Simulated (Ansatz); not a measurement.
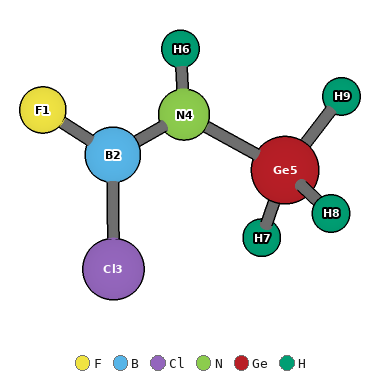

The system is BClFGeH₄N, SMILES FB(Cl)[NH][GeH3]; the picture shows the reference structure. The first coordinate is: dihedral F1–B2–N4–Ge5; the second: dihedral B2–N4–Ge5–H7. Nothing is relaxed (all other coordinates rigid). Grid: 18 × 17 points. Points are written as (first, second). Energies: kcal/mol, counted from the lowest grid point. The calculation used Ansatz, RKS PBE-D4/def2-SVP.

Its coordinates:

```xyz
9

F    -0.5416    1.5614    2.2824
B    -0.5056    0.5712    1.3795
Cl   -1.4365   -0.9126    1.7302
N     0.2330    0.6756    0.1903
Ge    0.3600   -0.6360   -1.1435
H     0.7495    1.5462    0.0356
H    -1.0445   -0.9206   -1.7247
H     0.9866   -1.9189   -0.5497
H     1.2874   -0.0125   -2.2170
```

Range: dihedral F1–B2–N4–Ge5 from −180 to 160°; dihedral B2–N4–Ge5–H7 from −29.0 to 151.0°.

**What will the energy surface look like?**

The lowest grid point is at (−180°, 61.0°). The energy also falls towards the edge at (−180°, −29.0°) (1.3 kcal/mol above the lowest) and (−180°, 151.0°) (1.3 kcal/mol above the lowest), where a further well may lie outside the range. The highest grid point, (−80°, −29.0°), lies 19.6 kcal/mol above the lowest.

```tsv
dihedral B2–N4–Ge5–H7 ↓, dihedral F1–B2–N4–Ge5 →	−180	−140	−100	−60	−20	20	60	100	140
151.0	1.3	7.9	19.4	14.5	3.3	3.4	15.1	19.2	8.1
128.5	2.0	8.0	19.2	14.3	3.1	3.3	14.8	19.0	7.9
106.0	1.5	8.1	19.0	14.3	2.9	3.1	14.5	18.8	7.4
83.5	0.5	7.8	18.8	14.3	2.7	2.9	14.4	18.7	7.1
61.0	0.0	7.3	18.8	14.4	2.8	2.8	14.4	18.8	7.3
38.5	0.5	7.1	18.7	14.4	2.9	2.7	14.3	18.8	7.8
16.0	1.5	7.4	18.8	14.5	3.1	2.9	14.3	19.0	8.1
−6.5	2.0	7.9	19.0	14.8	3.3	3.1	14.3	19.2	8.0
−29.0	1.3	8.1	19.2	15.1	3.4	3.3	14.5	19.4	7.9
```

The table holds every second grid line.

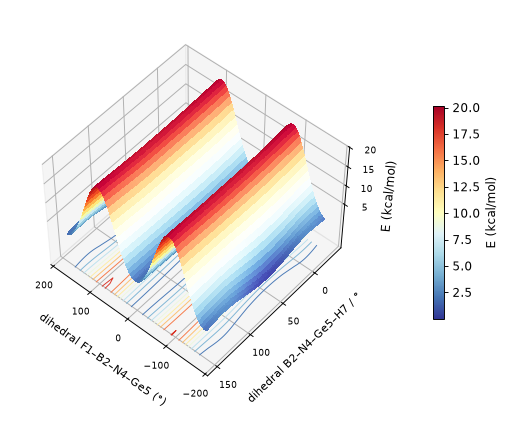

Drawn: a relief with its contours projected below. Between grid points the surface is interpolated.

Time for the 306 points that were run: 22 min on 1 thread of Arm Neoverse V2, with other jobs on the host.
